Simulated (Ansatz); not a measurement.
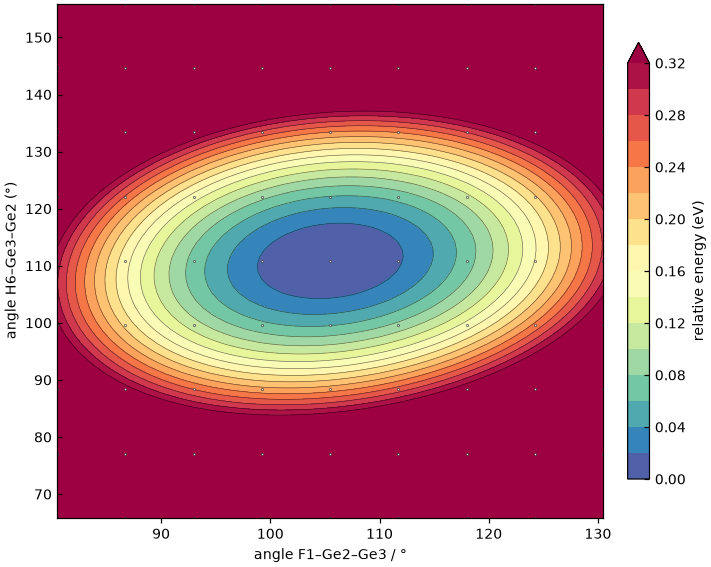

FGe₂H₄, SMILES [F][GeH][GeH3], spin multiplicity 2. The first coordinate is: angle F1–Ge2–Ge3; the second: angle H6–Ge3–Ge2. Nothing is relaxed (all other coordinates rigid). Grid: 9 × 9 points. Points are written as (first, second). Energies: eV, counted from the lowest grid point. Theory: UKS PBE-D4/def2-SVP (Ansatz 0.2.0).

In the figure: filled contours, dots at the grid points, one colour for all values above the top of the scale. Between grid points the surface is interpolated.

Estimate the position of the minimum and the force constants in these coordinates.

Answer. The interpolated minimum is at angle F1–Ge2–Ge3 ≈ 105.5°, angle H6–Ge3–Ge2 ≈ 110.9°. The curvatures there are about 3 eV/rad² and 3.1 eV/rad², with a cross term of about −0.44 eV/rad². Round the minimum the two coordinates are weakly coupled (coupling −0.14 in units of the two stiffnesses).
